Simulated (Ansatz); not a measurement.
A series of calculations on K₇AgMg₈F₂₄

Part 1: Relaxation

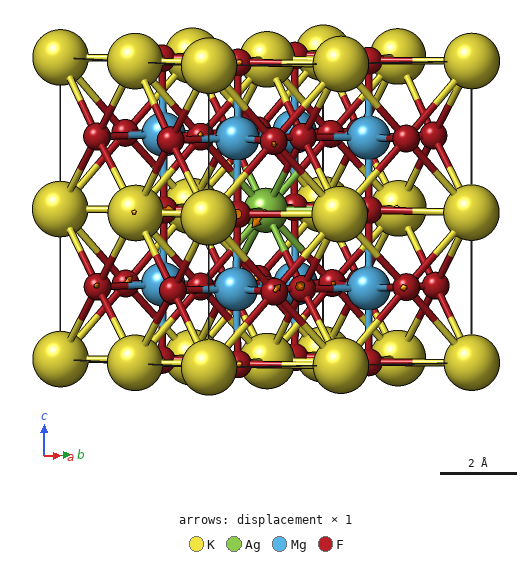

A relaxation of a defect cell of composition K$_{7}$AgMg$_{8}$F$_{24}$ (cell charge +1). The starting structure is drawn; orange arrows show the displacements, at their true length.

A ball-and-stick model of the cell of the calculation (origin shifted), seen from a free direction.

Method: DFT, PBEsol, PAW, plane waves (Ansatz). Settings: plane-wave cutoff 420 eV; k-point mesh 1 × 1 × 1; mesh shifted by (0.25, 0.25, 0.25); collinear spin; atoms relaxed in a fixed cell; force threshold 0.03 eV/Å; at most 80 steps.

Q: Atoms of which element are displaced furthest, and by how much?

A: Silver: up to 0.64 Å, against 0.40 Å for fluorine.

Q: What did the optimiser do to the structure, and how much energy did it gain?

A: The energy falls by 0.711 eV per cell of the calculation in 12 accepted moves (13 points after the start). The largest force component goes from 0.66 to 0.022 eV/Å. The line search rejected the trial step at point 10 of the run. The largest move is that of the Ag atom, 0.64 Å along [0 −1 −1]. By element the largest moves are Ag 0.64 Å, F 0.40 Å, K 0.14 Å, Mg 0.08 Å. The lattice vectors keep their values. Some distances before and after: Ag–F 2.811 → 3.512 Å, Ag–F 2.863 → 2.206 Å, Ag–F 2.837 → 2.217 Å, Ag–F 2.812 → 2.210 Å. Bond angles that change, for instance: Mg–F–Mg 178.1° → 157.9°, Mg–F–Mg 179.2° → 159.4°, Mg–F–Mg 177.8° → 159.1°. The run took 76 s on 1 × NVIDIA H100 80GB HBM3 with 2 threads of AMD EPYC 7R13 Processor, peak memory 1.3 GiB.

Limits of the set-up: the periodic images lie only 8.0 Å apart, so the values are limited by the cell's size; the cell is charged, on a uniform background, and energies carry no finite-size correction.

Part 2: Relaxation

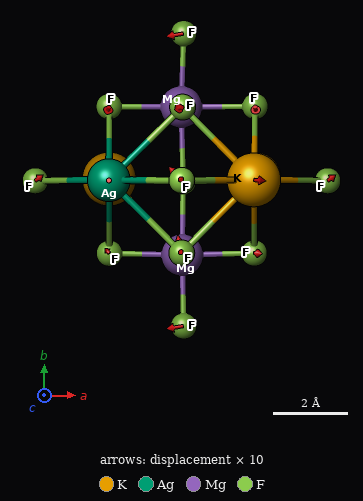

This is a relaxation of a defect cell of composition K₇AgMg₈F₂₄. The starting structure is drawn; red arrows show the displacements, magnified 10 times.

Style: ball-and-stick. Shown: the atoms within 4.2 Å of the atom that moves most (axes of the cell of the calculation), along the c axis.

Theory: DFT, PBEsol, PAW, plane waves (Ansatz).

Input
```yaml
crystal:
  lattice:
    - [7.982544, 0.000000, 0.000000]
    - [0.000000, 7.982544, 0.000000]
    - [0.000000, 0.000000, 7.982544]
  atoms:
    - { symbol: K, position: [0.998694, 0.000789, 0.002290] }
    - { symbol: K, position: [0.000819, 0.998234, 0.499799] }
    - { symbol: K, position: [0.997463, 0.503374, 0.000013] }
    - { symbol: K, position: [0.995065, 0.500252, 0.501998] }
    - { symbol: K, position: [0.500421, 0.001059, 0.003731] }
    - { symbol: K, position: [0.502267, 0.002288, 0.500306] }
    - { symbol: K, position: [0.500477, 0.503124, 0.001837] }
    - { symbol: Ag, position: [0.499300, 0.499298, 0.501483] }
    - { symbol: Mg, position: [0.248421, 0.249898, 0.252796] }
    - { symbol: Mg, position: [0.246283, 0.252890, 0.750160] }
    - { symbol: Mg, position: [0.250857, 0.752863, 0.248420] }
    - { symbol: Mg, position: [0.252088, 0.748203, 0.752098] }
    - { symbol: Mg, position: [0.750341, 0.243404, 0.251222] }
    - { symbol: Mg, position: [0.750406, 0.248817, 0.751086] }
    - { symbol: Mg, position: [0.747097, 0.749881, 0.246097] }
    - { symbol: Mg, position: [0.744476, 0.751514, 0.745018] }
    - { symbol: F, position: [0.246841, 0.245671, 0.002390] }
    - { symbol: F, position: [0.251567, 0.251159, 0.499582] }
    - { symbol: F, position: [0.253134, 0.748196, 0.003677] }
    - { symbol: F, position: [0.249371, 0.749110, 0.500819] }
    - { symbol: F, position: [0.746638, 0.253855, 0.001894] }
    - { symbol: F, position: [0.748730, 0.250484, 0.499197] }
    - { symbol: F, position: [0.750778, 0.748782, 0.000486] }
    - { symbol: F, position: [0.751576, 0.749180, 0.505110] }
    - { symbol: F, position: [0.996583, 0.250219, 0.248941] }
    - { symbol: F, position: [0.997275, 0.247596, 0.748307] }
    - { symbol: F, position: [0.999265, 0.751721, 0.256660] }
    - { symbol: F, position: [0.001958, 0.749120, 0.749207] }
    - { symbol: F, position: [0.501238, 0.249261, 0.252744] }
    - { symbol: F, position: [0.505417, 0.247231, 0.749637] }
    - { symbol: F, position: [0.500317, 0.751058, 0.256598] }
    - { symbol: F, position: [0.495880, 0.747801, 0.750908] }
    - { symbol: F, position: [0.248218, 0.000822, 0.248791] }
    - { symbol: F, position: [0.247810, 0.998775, 0.746820] }
    - { symbol: F, position: [0.247827, 0.497312, 0.250295] }
    - { symbol: F, position: [0.252115, 0.499988, 0.750263] }
    - { symbol: F, position: [0.755364, 0.000788, 0.251057] }
    - { symbol: F, position: [0.748398, 0.996124, 0.748676] }
    - { symbol: F, position: [0.753485, 0.494239, 0.248449] }
    - { symbol: F, position: [0.748731, 0.498674, 0.751633] }
  symmetry: { detect: false }
kpoints:
  mp_grid: { grid: [1, 1, 1], shift: [0.25, 0.25, 0.25] }
hamiltonian:
  xc: pbesol
scf:
  occupations: { method: fermi_dirac, width: 0.01 }
relax:
  f_tol: 0.03
  max_steps: 80
  escape_saddle: false
  adjacent_minimum: "off"
output:
  forces: true
  eigenvalues: true
  populations: true
```

Run as
```bash
ansatz run in.yaml --threads 2 --pin off --max-ram 20900MiB --runs-dir r --events-out ev --progress --plain --backend cuda --devices 0, --max-vram 18GiB
```

Describe the change and its energy.

Answer. Over 2 accepted moves (3 points after the start) the energy falls by 0.185 eV per cell of the calculation. The largest force component goes from 0.68 to 0.012 eV/Å. 1 step only repeated the SCF at the same geometry. The atom that moves furthest is F39 (0.066 Å along [−3 3 2]). Largest moves by element: F 0.066 Å, Mg 0.059 Å, K 0.037 Å, Ag 0.013 Å. The cell doesn't change. Near-neighbour distances that change, for instance: Mg15–F24 2.068 → 1.988 Å, Mg13–F37 1.937 → 2.003 Å, Ag8–F39 2.863 → 2.804 Å, K3–F39 2.781 → 2.836 Å. Among the angles between lasting bonds that change: F27–Mg15–F31 175.1° → 179.9°, F37–Mg15–F39 176.3° → 180.0°, F24–Mg15–F27 86.6° → 90.1°. The run took 4.7 s on 1 × NVIDIA H100 80GB HBM3 with 2 threads of AMD EPYC 7R13 Processor, peak memory 1.4 GiB.

Limits of the set-up: the periodic images lie only 8.0 Å apart, so the values are limited by the cell's size.

Part 3: Defect

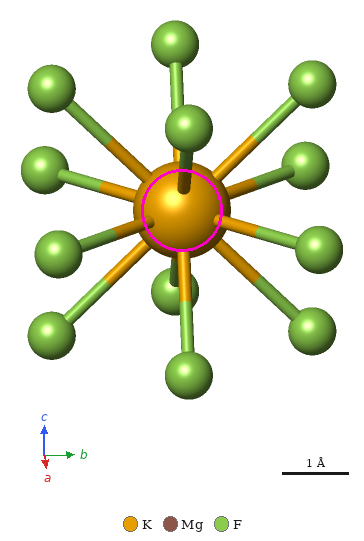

Perfect KMgF$_{3}$. A ball-and-stick model of the atoms within 3.3 Å of one point, seen from a free direction.

Method: Ansatz 0.2.0, DFT, PBEsol, PAW, plane waves. (plane-wave cutoff 420 eV; k-point mesh 1 × 1 × 1; mesh shifted by (0.25, 0.25, 0.25); collinear spin) Fermi-Dirac smearing of 0.01 eV. A uniform background neutralises the charged cell. The axes drawn are those of the host's conventional cell.

A potassium atom is replaced by silver at the ringed place, in charge state +1. The supercell has 40 sites, and the atoms are relaxed at the host's cell.

How do the neighbours respond?

In the host the K atom has 12 F at 2.82 Å; the Ag atom ends with 5 F at 2.20 to 2.45 Å. Of the host's atoms, a fluorine atom moves furthest from its site, by 0.38 Å. The Ag atom itself moves 0.65 Å from where it was put. The cell's net moment is 1.00 μB.

The relaxed defect, seen from the same direction:

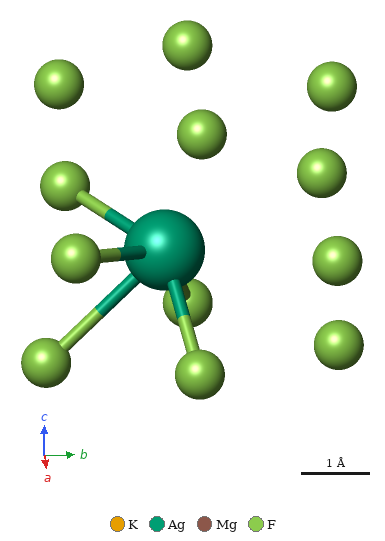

Limits of the set-up: the periodic images lie only 8.0 Å apart, so the values are limited by the cell's size; the cell is charged, on a uniform background, and energies carry no finite-size correction.

Part 4: Defect

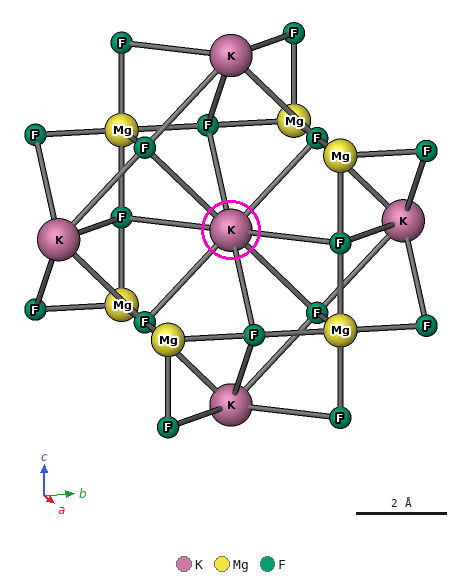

Perfect KMgF3. A ball-and-stick model of the atoms within 5.4 Å of one point, in a slice 4.2 Å thick across the line of sight, seen slightly off an axis.

Level of theory: Ansatz, DFT, PBEsol, PAW, plane waves. (plane-wave cutoff 420 eV; k-point mesh 1 × 1 × 1; mesh shifted by (0.25, 0.25, 0.25); no spin polarisation) Fermi-Dirac smearing of 0.01 eV. The axes drawn are those of the host's conventional cell.

A potassium atom is replaced by silver at the ringed place, in charge state 0. The supercell has 40 sites, and the atoms are relaxed at the host's cell.

### Predict the relaxed surroundings of the defect.

In the host the K atom has 12 F at 2.82 Å; the Ag atom ends with 12 F at 2.80 to 2.82 Å. Of the host's atoms, a fluorine atom moves furthest from its site, by 0.02 Å.

The relaxed defect, seen from the same direction:

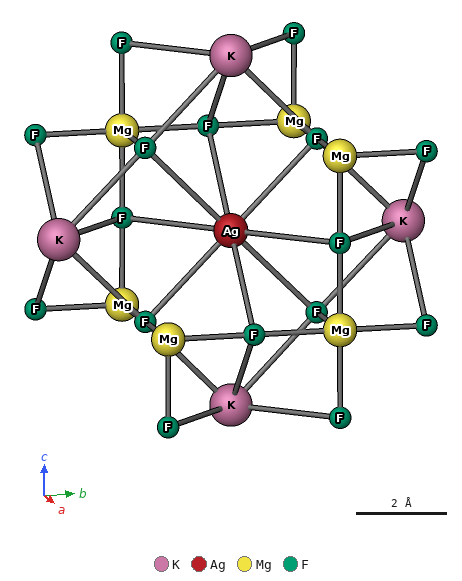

Limits of the set-up: the periodic images lie only 8.0 Å apart, so the values are limited by the cell's size.
